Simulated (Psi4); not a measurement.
# NSF3 (thiazyl trifluoride): CAM-B3LYP/def2-SVPD

Aim: the energy change on altering one bond length of NSF3 (thiazyl trifluoride) at CAM-B3LYP/def2-SVPD, from 2 runs. 

The calculation is run with Psi4 1.11.

3 further runs of the same task are left out: 3 that didn't finish.

## Step 1: The molecule

NSF3: 5 atoms, total charge 0, spin state singlet. SMILES: `N#S(F)(F)F`. Geometry: relaxed at PBE0-D4/def2-TZVP.

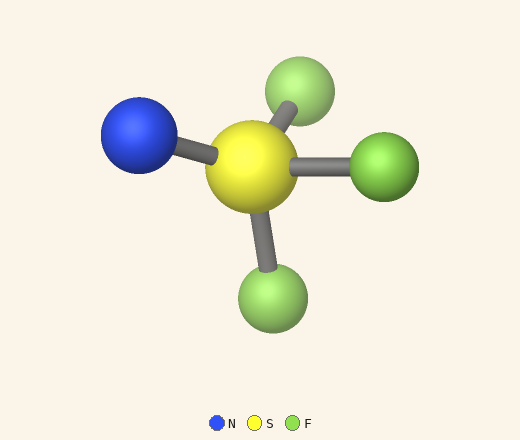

Viewed from a chosen angle; nitrogen blue, sulfur yellow, fluorine green.

## Step 2: Energy and forces at CAM-B3LYP/def2-SVPD

File f3ns.json:

```json
{
 "schema_name": "qcschema_input",
 "schema_version": 1,
 "molecule": {
  "schema_name": "qcschema_molecule",
  "schema_version": 2,
  "symbols": ["N", "S", "F", "F", "F"],
  "geometry": [-0.66070494, -0.00784236, 3.00727236, -0.08945963, -0.00105825, 0.40721708, 1.93388902, -1.77501975, -0.77286019, -2.09498818, -0.60019591, -1.65490876, 0.91124483, 2.38409738, -0.9867205],
  "molecular_charge": 0,
  "molecular_multiplicity": 1,
  "fix_symmetry": "c1"
 },
 "driver": "gradient",
 "model": {
  "method": "cam-b3lyp",
  "basis": "def2-SVPD"
 },
 "keywords": {
  "puream": true,
  "e_convergence": 1e-09,
  "d_convergence": 1e-08,
  "scf_type": "pk",
  "dft_radial_points": 99,
  "dft_spherical_points": 590,
  "scf_properties": ["MULLIKEN_CHARGES", "QUADRUPOLE", "MAYER_INDICES"]
 }
}
```

The run is started by

```console
$ psi4 --qcschema f3ns.json -n 1 --memory 2200MB
```

stdout:

```text
[...]
  Running in c1 symmetry.
[...]
  Nuclear repulsion =  284.226728961951039
[...]
  Multiplicity = 1
[...]
  Nalpha       = 25
  Nbeta        = 25
[...]
    Number of basis functions: 116
[...]
   @RKS iter   1:  -751.50884311442110    7.25554e-01   7.95048e-03 DIIS/ADIIS
[...]
   @RKS iter  11:  -751.86091848608407   -8.75389e-12   4.22375e-09 DIIS
[...]
    Orbital Energies [Eh]
    ---------------------
    Doubly Occupied:
       1A    -89.268894     2A    -24.874726     3A    -24.874644
       4A    -24.874642     5A    -14.443955     6A     -8.323368
       7A     -6.292654     8A     -6.292654     9A     -6.290921
      10A     -1.460198    11A     -1.363489    12A     -1.363488
      13A     -1.070846    14A     -0.834748    15A     -0.735475
      16A     -0.735475    17A     -0.651112    18A     -0.630260
      19A     -0.630258    20A     -0.580943    21A     -0.580943
      22A     -0.565380    23A     -0.478102    24A     -0.415757
      25A     -0.415756
[...]
  @RKS Final Energy:  -751.86091848608407
   => Energetics <=
    Nuclear Repulsion Energy =            284.2267289619510393
    One-Electron Energy =               -1602.8871835705344893
    Two-Electron Energy =                 614.9210507021266494
    DFT Exchange-Correlation Energy =     -48.1215145796273234
    Empirical Dispersion Energy =           0.0000000000000000
    VV10 Nonlocal Energy =                  0.0000000000000000
    Total Energy =                       -751.8609184860840742
[...]
 Multipole Moments:
 ------------------------------------------------------------------------------------
     Multipole            Electronic (a.u.)      Nuclear  (a.u.)        Total (a.u.)
 ------------------------------------------------------------------------------------
 L = 1.  Multiply by 2.5417464519 to convert [e a0] to [Debye]
 Dipole X            :          0.5085585           -0.3438495            0.1647090
 Dipole Y            :          0.0060409           -0.0040747            0.0019662
 Dipole Z            :         -2.3147526            1.5651108           -0.7496418
 Magnitude           :                                                    0.7675257
 L = 2.  Multiply by 1.3450342976 to convert [e a0^2] to [Debye ang]
 Quadrupole XX       :       -108.4375536           83.8098933          -24.6276603
 Quadrupole XY       :         -0.0148376            0.0125774           -0.0022602
[...]
  Mulliken Charges: (a.u.)
   Center  Symbol    Alpha    Beta     Spin     Total
       1     N     3.61630  3.61630  0.00000 -0.23260
       2     S     7.26119  7.26119  0.00000  1.47763
       3     F     4.70751  4.70751  0.00000 -0.41501
       4     F     4.70750  4.70750  0.00000 -0.41501
       5     F     4.70751  4.70751  0.00000 -0.41501
   Total alpha = 25.00000, Total beta = 25.00000, Total charge = -0.00000
  Mayer Bond Indices:
[...]
  -Total Gradient:
     Atom            X                  Y                   Z
    ------   -----------------  -----------------  -----------------
       1        0.004017828747     0.000046623951    -0.018294401752
       2        0.007478549824     0.000090227468    -0.034027817797
       3       -0.021008157850     0.018101479714     0.013730824960
       4        0.020123941209     0.006117497018     0.022721641711
       5       -0.010586558420    -0.024360317515     0.015914582689
[...]
```

The result, in JSON:

```text
{
 "driver": "gradient",
 "model": {
  "method": "cam-b3lyp",
  "basis": "def2-SVPD"
 },
 "success": true,
 "return_result": [0.004017828747454558, 4.662395076100549e-05, -0.01829440175229491, 0.00747854982401977, 9.022746803349717e-05, -0.03402781779694786, -0.021008157850065115, 0.018101479713747357, 0.013730824960243082, 0.020123941208926535, 0.006117497018185196, 0.022721641710982565, -0.01058655842022175, -0.024360317515113944, 0.01591458268877541],
 "properties": {
  "calcinfo_nbasis": 116,
  "calcinfo_nmo": 116,
  "calcinfo_nalpha": 25,
  "calcinfo_nbeta": 25,
  "calcinfo_natom": 5,
  "nuclear_repulsion_energy": 284.22672896195104,
  "return_energy": -751.8609184860841,
  "return_gradient": [0.004017828747454558, 4.662395076100549e-05, -0.01829440175229491, 0.00747854982401977, 9.022746803349717e-05, -0.03402781779694786, -0.021008157850065115, 0.018101479713747357, 0.013730824960243082, 0.020123941208926535, 0.006117497018185196, 0.022721641710982565, -0.01058655842022175, -0.024360317515113944, 0.01591458268877541],
  "scf_one_electron_energy": -1602.8871835705345,
  "scf_two_electron_energy": 614.9210507021266,
  "scf_xc_energy": -48.12151457962732,
  "scf_dipole_moment": [0.16470897914474936, 0.001966215878016264, -0.7496417991299751],
  "scf_total_energy": -751.8609184860841,
  "scf_total_gradient": [0.004017828747454558, 4.662395076100549e-05, -0.01829440175229491, 0.00747854982401977, 9.022746803349717e-05, -0.03402781779694786, -0.021008157850065115, 0.018101479713747357, 0.013730824960243082, 0.020123941208926535, 0.006117497018185196, 0.022721641710982565, -0.01058655842022175, -0.024360317515113944, 0.01591458268877541],
  "scf_iterations": 11
 }
}
```

Run time: 79 s. Hardware: 1 thread of Intel Xeon Platinum 8259CL at 2.50GHz (Skylake/Cascade Lake), shared host; peak memory 0.9 GiB.

## Step 3: The distorted shape at the same level

File f3ns.xyz:

```xyz
5
F3NS
N     -0.985088    -1.518749     2.476545
S     -0.682798    -1.515159     1.100655
F      0.387912    -2.453899     0.476185
F     -1.744078    -1.832209     0.009425
F      0.482210     1.261610    -0.522150
```

File f3ns.py:

```python
import psi4

psi4.set_memory(2200000000)
psi4.set_num_threads(1)
psi4.core.set_output_file('psi4.out', False)

with open('f3ns.xyz') as f:
    atoms = ''.join(f.readlines()[2:])
geom = psi4.geometry('0 1\n' + atoms + 'symmetry c1\nno_reorient\nno_com')

options = {'reference': 'rks', 'puream': True, 'e_convergence': 1e-09, 'd_convergence': 1e-08, 'scf_type': 'pk', 'dft_radial_points': 99, 'dft_spherical_points': 590}
psi4.set_options(options)

e_tot, wfn = psi4.gradient("cam-b3lyp/def2-SVPD", molecule=geom, return_wfn=True)
psi4.oeprop(wfn, "MULLIKEN_CHARGES", "LOWDIN_CHARGES", "WIBERG_LOWDIN_INDICES")
print('gradient / Eh bohr^-1')
print(e_tot.np.round(6))
print(f'energy = {wfn.energy():.10f} Eh')
for k, v in sorted(psi4.core.scalar_variables().items()):
    print(f'{k:45s} {v:18.10f}')
```

The run is started by

```console
$ python f3ns.py
```

psi4.out, cut to the lines that bear on the results:

```text
[...]
  Running in c1 symmetry.
[...]
  Nuclear repulsion =  236.845827014018766
[...]
  Multiplicity = 1
[...]
  Nalpha       = 25
  Nbeta        = 25
[...]
    Number of basis functions: 116
[...]
   @RKS iter   1:  -751.17061122625614    4.19371e-01   8.63651e-03 ADIIS/DIIS
[...]
   @RKS iter  22:  -751.67947068074727   -2.16005e-12   1.73914e-09 DIIS
[...]
  @RKS Final Energy:  -751.67947068074727
   => Energetics <=
    Nuclear Repulsion Energy =            236.8458270140187665
    One-Electron Energy =               -1508.1333349069534506
    Two-Electron Energy =                 567.5580185325284219
    DFT Exchange-Correlation Energy =     -47.9499813203410739
    Empirical Dispersion Energy =           0.0000000000000000
    VV10 Nonlocal Energy =                  0.0000000000000000
    Total Energy =                       -751.6794706807472721
[...]
 Multipole Moments:
 ------------------------------------------------------------------------------------
     Multipole            Electronic (a.u.)      Nuclear  (a.u.)        Total (a.u.)
 ------------------------------------------------------------------------------------
 L = 1.  Multiply by 2.5417464519 to convert [e a0] to [Debye]
 Dipole X            :         47.7220918          -48.5394826           -0.8173908
 Dipole Y            :        115.1386263         -117.3411624           -2.2025361
 Dipole Z            :        -64.6175543           65.4174713            0.7999170
 Magnitude           :                                                    2.4817655
[...]
  -Total Gradient:
     Atom            X                  Y                   Z
    ------   -----------------  -----------------  -----------------
       1        0.014484417435    -0.000198984975    -0.066425823833
       2       -0.022251454649    -0.041002088112     0.047029607343
       3       -0.020461965719     0.015590121564     0.011242255986
       4        0.019338441736     0.003983741736     0.019956529969
       5        0.008902891083     0.021651534470    -0.011826351973
[...]
  Mulliken Charges: (a.u.)
   Center  Symbol    Alpha    Beta     Spin     Total
       1     N     3.57635  3.57635  0.00000 -0.15271
       2     S     7.35499  7.35499  0.00000  1.29001
       3     F     4.67253  4.67253  0.00000 -0.34505
       4     F     4.67253  4.67253  0.00000 -0.34505
[...]
```

On the terminal:

```text
gradient / Eh bohr^-1
[[ 0.014484 -0.000199 -0.066426]
 [-0.022251 -0.041002  0.04703 ]
 [-0.020462  0.01559   0.011242]
 [ 0.019338  0.003984  0.019957]
 [ 0.008903  0.021652 -0.011826]]
energy = -751.6794706807 Eh
CURRENT ENERGY                                   -751.6794706807
CURRENT REFERENCE ENERGY                         -751.6794706807
DD SOLVATION ENERGY                                 0.0000000000
DFT FUNCTIONAL TOTAL ENERGY                      -751.6794706807
DFT TOTAL ENERGY                                 -751.6794706807
DFT VV10 ENERGY                                     0.0000000000
DFT XC ENERGY                                     -47.9499813203
GRID ELECTRONS ALPHA                               24.9999989807
GRID ELECTRONS BETA                                24.9999989807
GRID ELECTRONS TOTAL                               49.9999979615
NUCLEAR REPULSION ENERGY                          236.8458270140
ONE-ELECTRON ENERGY                             -1508.1333349070
PCM POLARIZATION ENERGY                             0.0000000000
PE ENERGY                                           0.0000000000
SCF ITERATION ENERGY                             -751.6794706807
SCF ITERATIONS                                     22.0000000000
SCF TOTAL ENERGY                                 -751.6794706807
TWO-ELECTRON ENERGY                               567.5580185325
XC GRID RADIAL POINTS                              99.0000000000
XC GRID SPHERICAL POINTS                          590.0000000000
XC GRID TOTAL POINTS                           284859.0000000000
```

It took 96 s on 1 thread of Intel Xeon Platinum 8259CL at 2.50GHz (Skylake/Cascade Lake), shared host; peak memory 0.89 GiB.

## Step 4: Results

At CAM-B3LYP/def2-SVPD:

```
                                                         quantity          value
                                        first shape: total energy  -751.86092 Eh
                                       first shape: dipole moment         1.95 D
                                         first shape: HOMO energy      -11.31 eV
                                         first shape: LUMO energy       -0.55 eV
                                       first shape: HOMO–LUMO gap       10.76 eV
                            first shape: largest force on an atom     1.792 eV/Å
                                    distorted shape: total energy  -751.67947 Eh
                                   distorted shape: dipole moment         6.31 D
                                     distorted shape: HOMO energy      -10.15 eV
                                     distorted shape: LUMO energy       -6.85 eV
                                   distorted shape: HOMO–LUMO gap        3.30 eV
                        distorted shape: largest force on an atom     3.496 eV/Å
energy change with the S2–F5 bond stretched from 1.555 to 3.421 Å       4.937 eV
```

**Reading.** One bond (distorted shape) is far stretched, which a spin-restricted single reference describes badly; a broken-symmetry solution may lie lower. With the S2–F5 bond stretched from 1.555 to 3.421 Å the energy rises by 4.94 eV (476 kJ/mol). The first shape isn't relaxed at this level, so the change isn't measured from a minimum. A restricted reference can't describe the breaking bond well at this length. The largest force (first shape) is 1.79 eV/Å: the shape isn't a stationary point for this species at this level. Mulliken charges (distorted shape) run from -0.45 on F5 to +1.29 on S2; in a basis this large or diffuse they mean little.
